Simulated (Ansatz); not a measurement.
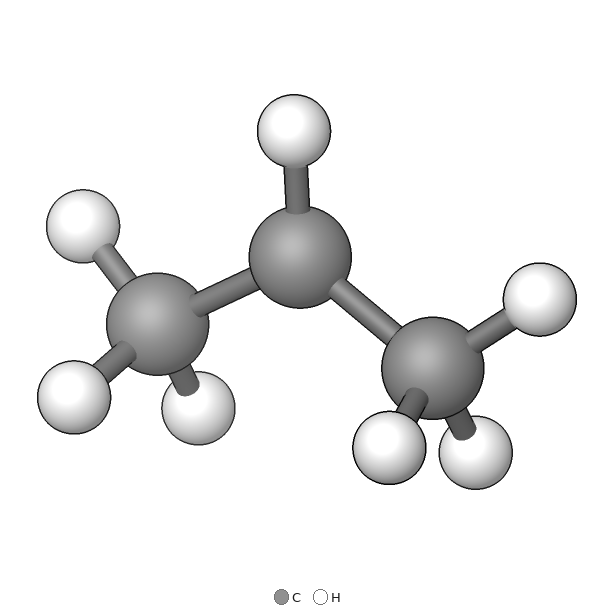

State: neutral, doublet.

What does the picture show?

Formula C₃H₇. As SMILES it reads `C[CH]C`. It has no ring. This geometry has Cs symmetry. It is an open-shell species. Coordination: 2 C tetrahedral; 1 C trigonal planar.

The parts below concern this one geometry. Atoms keep their numbers from picture to picture. The computed structure is the end point of a PBE0-D4/def2-TZVP optimisation.

### Shape

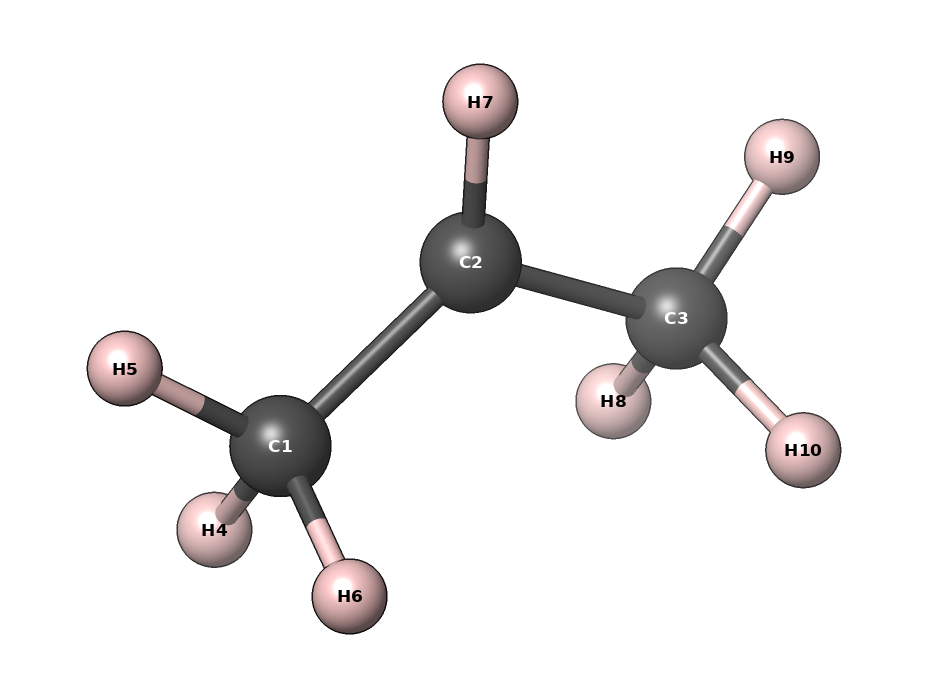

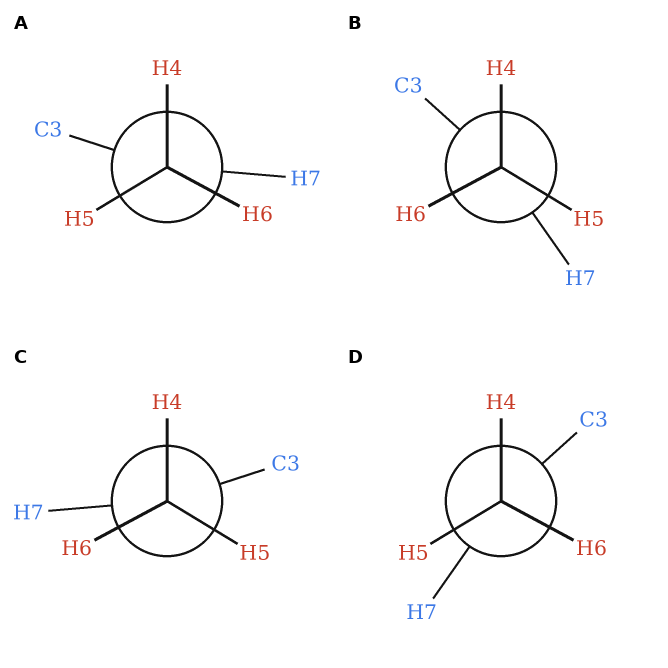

Distant atoms are faded towards the background colour. Bonds that would overlap in a projection are set slightly apart.

> Which Newman projection shows the view along C1–C2, with C1 in front?

B. The torsion angle H4–C1–C2–C3 is −48°, synclinal (gauche).

### Levels of theory compared

Program: Ansatz 0.2.0.

Tabulate HOMO energy (eV) at these levels: BHLYP-D4/def2-TZVPP; HSE06-D4/def2-TZVPP; PBE-D4/def2-TZVPP; PBE0-D4/def2-QZVPP; PBE0-D4/def2-SVP; r2SCAN-D4/def2-TZVPP; r2SCAN0-D4/def2-TZVPP.

```tsv
level	HOMO energy (eV)
BHLYP-D4/def2-TZVPP	−6.55
HSE06-D4/def2-TZVPP	−4.96
PBE-D4/def2-TZVPP	−4.02
PBE0-D4/def2-QZVPP	−5.38
PBE0-D4/def2-SVP	−5.31
r2SCAN-D4/def2-TZVPP	−4.45
r2SCAN0-D4/def2-TZVPP	−5.69
```

### Thermal motion

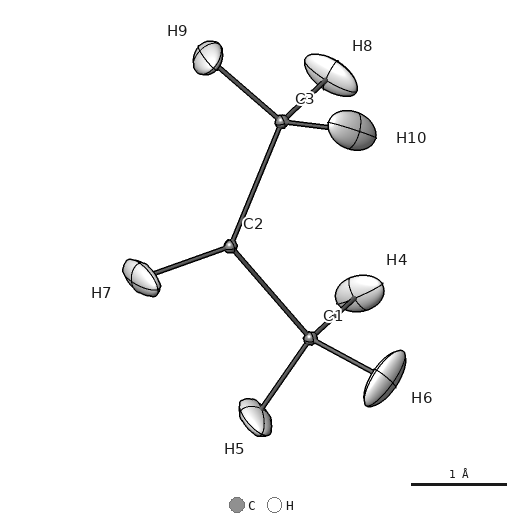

Displacement ellipsoids at the 50 % level, from the internal vibrations of the free molecule (harmonic, no overall translation or rotation; no half-axis is drawn under 0.075 Å). Vibrations computed with UKS PBE0-D4/def2-TZVP (Ansatz 0.2.0). Temperature: 0 K (zero-point motion alone).

List U_eq and the three principal root-mean-square amplitudes for each kind of atom.

| atom | U_eq (Å²) | rms amplitudes (Å) |
| --- | --- | --- |
| C1, C3 | 0.00083 | 0.023, 0.026, 0.036 |
| C2 | 0.0014 | 0.027, 0.037, 0.046 |
| H4, H8 | 0.0224 | 0.074, 0.128, 0.213 |
| H5, H9 | 0.0231 | 0.077, 0.121, 0.220 |
| H6, H10 | 0.0246 | 0.076, 0.129, 0.227 |
| H7 | 0.0241 | 0.079, 0.113, 0.231 |

### Charges

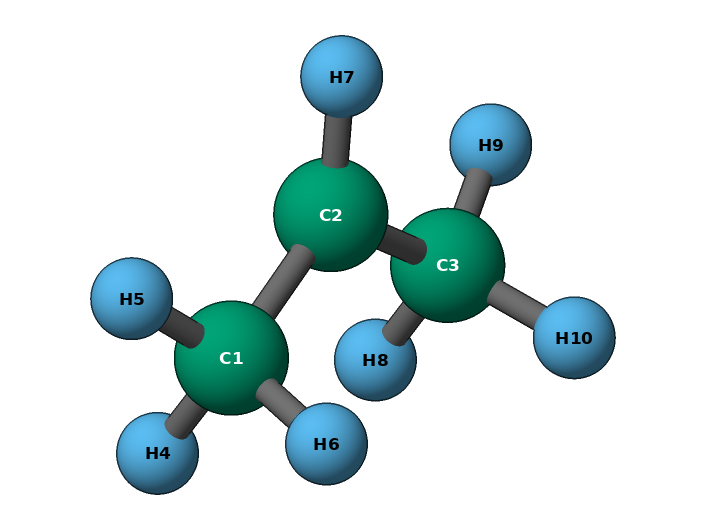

The questions are on Mulliken charges. Properties computed with UKS PBE0-D4/def2-TZVP (Ansatz 0.2.0).

Give the Mulliken charges atom by atom.

```json
{"atom": "C1", "value (e)": "−0.34"}
{"atom": "C2", "value (e)": "−0.17"}
{"atom": "C3", "value (e)": "−0.34"}
{"atom": "H4", "value (e)": "0.12"}
{"atom": "H5", "value (e)": "0.13"}
{"atom": "H6", "value (e)": "0.12"}
{"atom": "H7", "value (e)": "0.12"}
{"atom": "H8", "value (e)": "0.12"}
{"atom": "H9", "value (e)": "0.13"}
{"atom": "H10", "value (e)": "0.12"}
```

Mulliken values depend strongly on the basis set and can even reverse the polarity of a bond.
